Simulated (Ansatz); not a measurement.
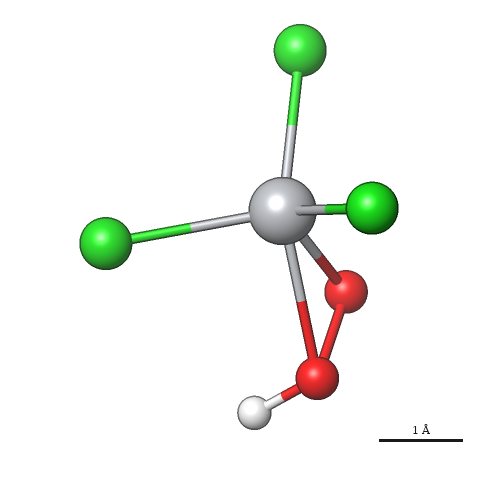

Colours: titanium light grey, chlorine green, oxygen red, hydrogen white.

The species is neutral and a spin singlet.

Question: Give the formula.

Answer: Cl₃HO₂Ti, 7 atoms: 3 chlorine, 1 hydrogen, 2 oxygen and 1 titanium.

Question: How many sets of symmetry-equivalent atoms are there?

Answer: 7: 1 Ti, 1 Cl, 1 Cl, 1 Cl, 1 O, 1 O, 1 H.

More results for the same structure follow; atom numbers are the same in all pictures, views and colours differ. The computed structure is the end point of a PBE0-D4/def2-TZVP optimisation.

Shape

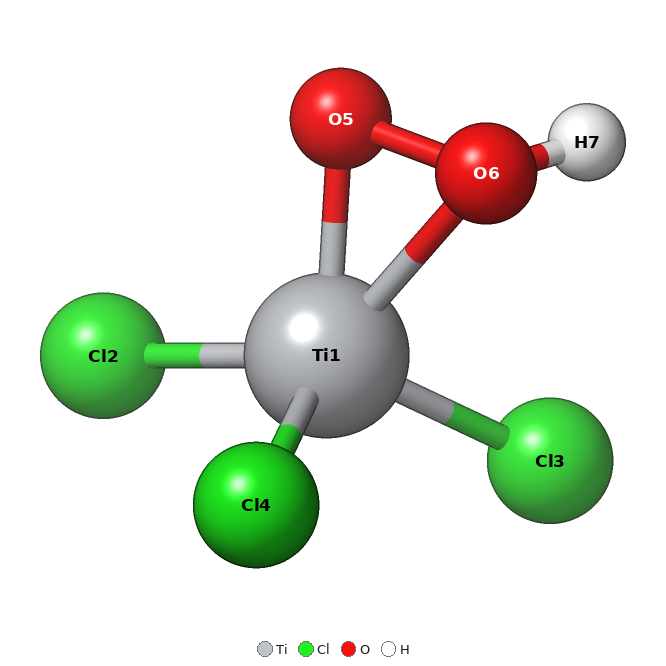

Numbered structure.

Estimate the angles Cl2–Ti1–Cl3, Cl2–Ti1–Cl4, Cl2–Ti1–O5, Cl2–Ti1–O6, Cl3–Ti1–Cl4, Cl3–Ti1–O5, Cl3–Ti1–O6, Cl4–Ti1–O5, Cl4–Ti1–O6, O5–Ti1–O6, Ti1–O5–O6, Ti1–O6–O5, Ti1–O6–H7, O5–O6–H7.

```csv
angle,degrees
Cl2–Ti1–Cl3,107.3
Cl2–Ti1–Cl4,107.9
Cl2–Ti1–O5,97.4
Cl2–Ti1–O6,139.0
Cl3–Ti1–Cl4,114.4
Cl3–Ti1–O5,112.6
Cl3–Ti1–O6,92.3
Cl4–Ti1–O5,115.4
Cl4–Ti1–O6,95.2
O5–Ti1–O6,41.7
Ti1–O5–O6,80.2
Ti1–O6–O5,58.2
Ti1–O6–H7,110.3
O5–O6–H7,103.5
```

Charges

The questions are on Mulliken charges. Method: RKS PBE0-D4/def2-TZVP (Ansatz 0.2.0).

Give the Mulliken charges atom by atom.

```tsv
atom	value (e)
Ti1	1.10
Cl2	−0.28
Cl3	−0.33
Cl4	−0.31
O5	−0.31
O6	−0.24
H7	0.37
```

Vibrations

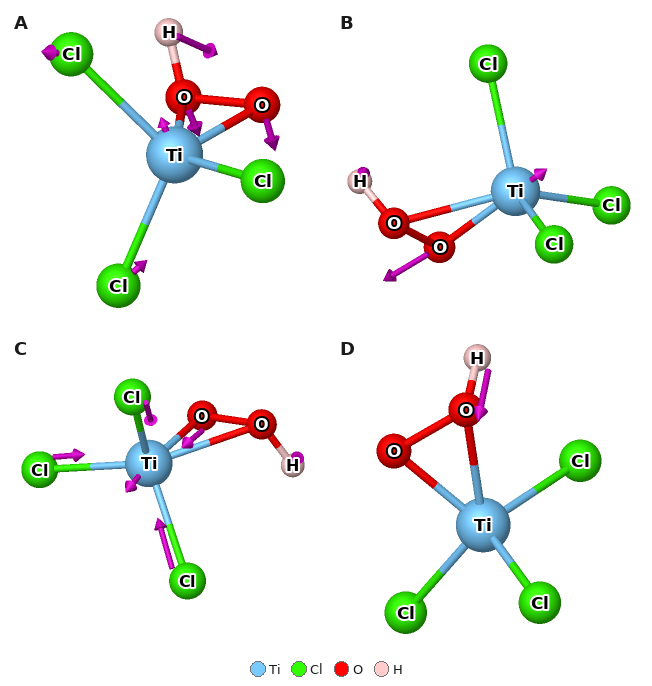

4 normal modes of one molecule or complex, as arrows. Harmonic vibrations computed with RKS PBE0-D4/def2-TZVP (Ansatz 0.2.0) at a stationary point of the same level.

Question: Match the panels to the wavenumbers 158 cm⁻¹, 405 cm⁻¹, 710 cm⁻¹, 3725 cm⁻¹.

Answer: A: 158 cm⁻¹, Cl–Ti–O bending
B: 710 cm⁻¹
C: 405 cm⁻¹, in-phase stretching of 3 Ti–Cl bonds
D: 3725 cm⁻¹, O–H stretching

Dipole moment

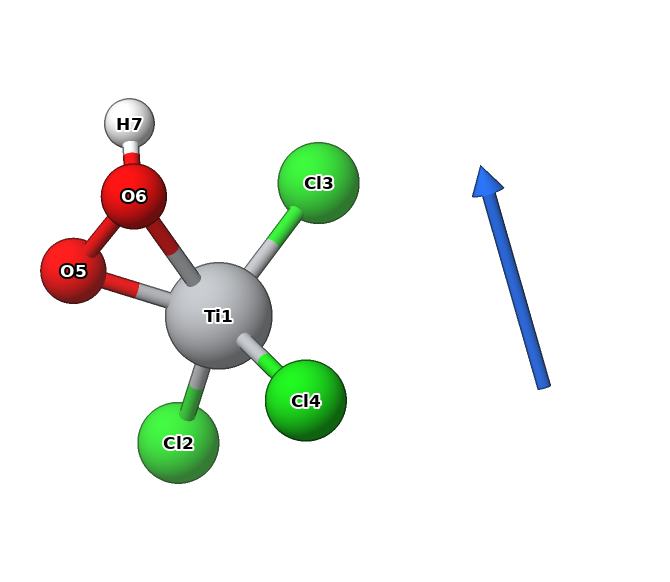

The arrow beside the molecule shows the direction of the dipole moment, from the negative to the positive end (its length means nothing). Level of theory: RKS PBE0-D4/def2-TZVP (Ansatz 0.2.0).

Question: Estimate the dipole moment.

Answer: 2.44 D; it points from the side of Cl2 to the side of H7 (the outermost atoms at the two ends).

Mulliken values depend strongly on the basis set and can even reverse the polarity of a bond.
